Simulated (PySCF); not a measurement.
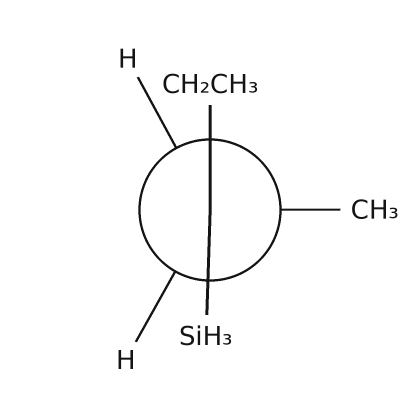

A Newman projection along the B–C bond, boron in front; angles are drawn as computed, but eclipsed bonds slightly apart. Computed geometry: PBE0-D3(BJ)/def2-SVP optimisation. No frequency run is at hand to confirm it as a minimum.

Question: Which molecule is it?

Answer: C4H13BSi, CCB([SiH3])CC

Question: What is the torsion angle from the front SiH3 to the back CH3? The sign is positive where the front bond must turn clockwise to cover the back bond.

Answer: −92°, about perpendicular.
